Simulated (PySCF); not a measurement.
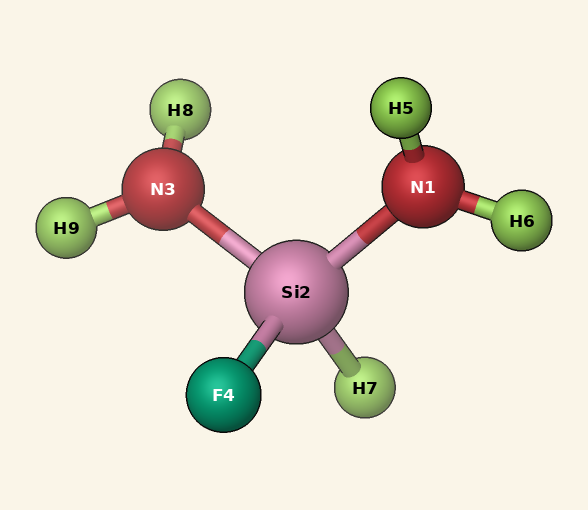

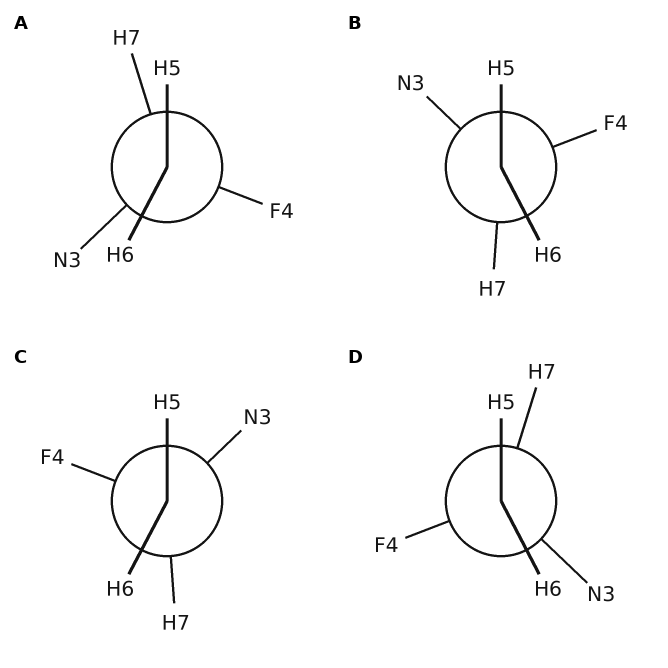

Distant atoms are faded towards the background colour. Bonds that would overlap in a projection are set slightly apart. Computed geometry: PBE0-D3(BJ)/def2-SVP optimisation. No frequency run is at hand to confirm it as a minimum.

### Which Newman projection shows the view along N1–Si2, with N1 in front?

C. The torsion angle H5–N1–Si2–F4 is −69°, synclinal (gauche).
